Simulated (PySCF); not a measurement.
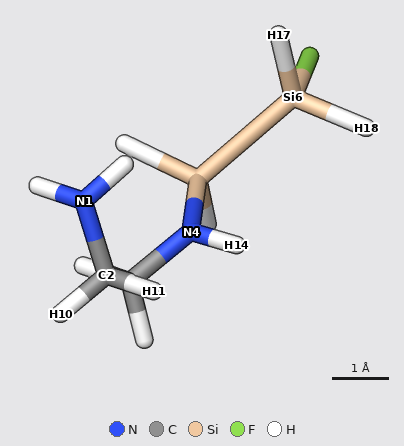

**Figure 1.** The input geometry (stick view, seen at a tilt; atoms are numbered from 1 in the order of the input).

## Run report: C₂H₁₁FN₂Si₂, excited-state calculation

C₂H₁₁FN₂Si₂, SMILES NCCN[SiH2][SiH2]F, computed with TDDFT CAM-B3LYP/def2-SVPD, vertical, gas phase, core orbitals frozen in the response (PySCF 2.14.0).

The geometry comes from this level: GFN2-xTB. It belongs to a series of runs on one base structure; here: NH inserted into a C-Si bond.

**The input**
```
{"job": {"kind": "uv", "xc": "CAM-B3LYP", "basis": "def2-SVPD", "nstates": 8, "ntriplets": 3}, "charge": 0, "multiplicity": 1}
N     -2.271482     0.768836    -1.338303
C     -2.358571     0.258682     0.015848
C     -1.239555    -0.732104     0.382954
N      0.051717    -0.109669     0.232680
Si     1.427671    -0.882225    -0.442159
Si     2.955413     0.796276    -0.756959
F      4.333528     0.062529    -1.172281
H     -2.367064     0.005289    -2.000743
H     -1.351100     1.175244    -1.481071
H     -3.329943    -0.226095     0.140668
H     -2.313465     1.117025     0.693697
H     -1.273206    -1.589604    -0.292127
H     -1.395180    -1.101022     1.406024
H      0.162941     0.666901     0.866692
H      0.935990    -1.493744    -1.690082
H      1.922882    -2.020715     0.363898
H      2.743202     1.717371    -1.872202
H      3.357463     1.593343     0.402292
```

The first line tells a small driver script what to run in PySCF; the rest is the geometry in Å.

Hardware: 1 CPU thread, shared host.

Run as:
```bash
OMP_NUM_THREADS=1 python <driver script> task.json out
```

**The program's output**
```
coarse grid: 15456 points
cycle   1  E = -870.5270722529  dE =  5.585e-01  |g| = 6.627e-01  |ddm| = 5.728e+00
cycle   2  E = -870.4970407661  dE =  3.003e-02  |g| = 8.433e-01  |ddm| = 2.516e+00
cycle   3  E = -870.6198506673  dE = -1.228e-01  |g| = 5.981e-02  |ddm| = 1.052e+00
cycle   4  E = -870.6204057255  dE = -5.551e-04  |g| = 3.155e-02  |ddm| = 1.448e-01
cycle   5  E = -870.6205957536  dE = -1.900e-04  |g| = 9.175e-03  |ddm| = 9.537e-02
cycle   6  E = -870.6206142585  dE = -1.850e-05  |g| = 1.450e-03  |ddm| = 1.729e-02
cycle   7  E = -870.6206148335  dE = -5.750e-07  |g| = 6.731e-04  |ddm| = 4.394e-03
final grid: 138952 points
cycle   8  E = -870.7322806466  dE = -2.948e-05  |g| = 3.671e-03  |ddm| = 6.961e-02
cycle   9  E = -870.7322807161  dE = -6.949e-08  |g| = 3.811e-03  |ddm| = 1.961e-02
cycle  10  E = -870.7322839153  dE = -3.199e-06  |g| = 3.334e-04  |ddm| = 7.650e-03
cycle  11  E = -870.7322839338  dE = -1.849e-08  |g| = 1.934e-04  |ddm| = 8.215e-04
cycle  12  E = -870.7322839416  dE = -7.754e-09  |g| = 3.393e-05  |ddm| = 3.760e-04
cycle  13  E = -870.7322839419  dE = -2.872e-10  |g| = 1.144e-05  |ddm| = 9.469e-05
```

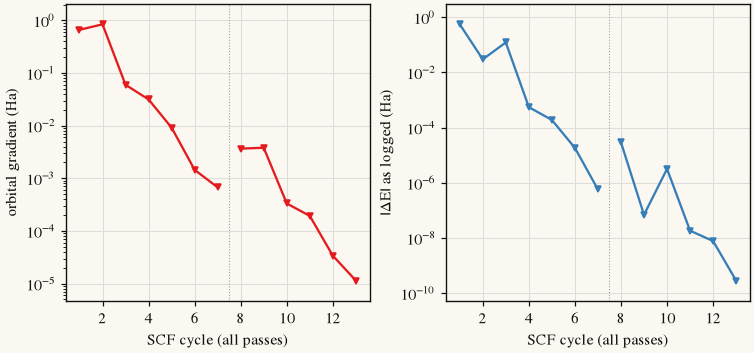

**Figure 2.** Convergence of the self-consistent field: orbital gradient and size of the energy change against the SCF cycle. The dotted line marks the change from a coarse to the final integration grid. The first 7 cycles use a coarse grid, the final grid takes over at cycle 8, and the field converges after 13 cycles in all.

```
converged SCF energy = -870.7322839419

Static polarisability (au): isotropic 95.100, principal 84.522 91.984 108.796

Singlet excitations
state   eV       nm        f      main configurations
  1   5.2514    236.1   0.00057   H->L 0.57, H-1->L 0.37
  2   6.1218    202.5   0.01269   H-1->L 0.40, H->L 0.21, H->L+1 0.10
  3   6.4040    193.6   0.03097   H->L+1 0.54, H-1->L+1 0.29
  4   6.5254    190.0   0.05395   H-2->L 0.66
  5   6.7077    184.8   0.00227   H->L+2 0.40, H-1->L+2 0.16, H->L+4 0.10
  6   6.8039    182.2   0.00830   H->L+3 0.28, H->L+5 0.21, H-2->L 0.10
  7   7.0274    176.4   0.05075   H->L+4 0.45, H->L+5 0.18, H->L+2 0.09
  8   7.0548    175.7   0.02189   H->L+3 0.31, H-1->L+3 0.18, H->L+4 0.10

Triplet excitations (Tamm-Dancoff, eV): 4.9934 5.6633 5.9946
```

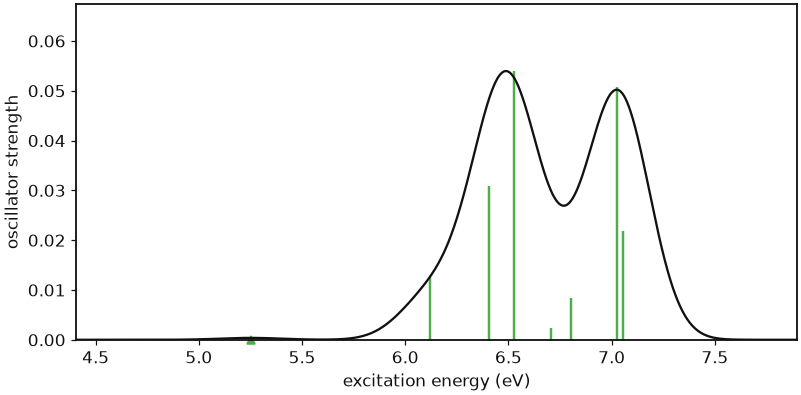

**Figure 3.** Computed excitations as sticks (degenerate states added up, dark ones marked on the axis), with a Gaussian envelope of 0.35 eV full width at half maximum, scaled to the tallest. Of the 8 states the lowest lies at 5.25 eV (f = 0.001); the strongest line is at 6.53 eV, or 190 nm (f = 0.054).

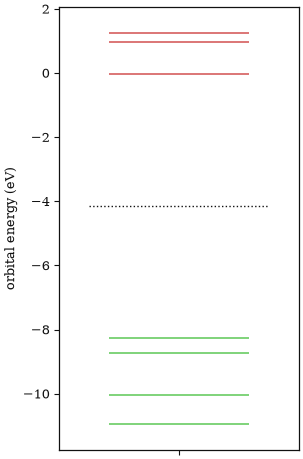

**Figure 4.** Orbital energies near the frontier; the dotted line parts filled from empty levels, and levels within 0.02 eV of each other stand side by side. Highest filled −8.25 eV, lowest empty −0.02 eV, 8.23 eV apart.

**Key numbers**

| quantity | value |
| --- | --- |
| outcome | converged |
| total energy | −870.732284 hartree |
| HOMO | −8.25 eV |
| LUMO | −0.02 eV |
| dipole moment | 2.02 D |
| mean polarisability | 95.10 a.u. |
| lowest singlet excitation | 5.25 eV |
| wall time | 1.8 min |
| peak memory | 1.1 GiB |
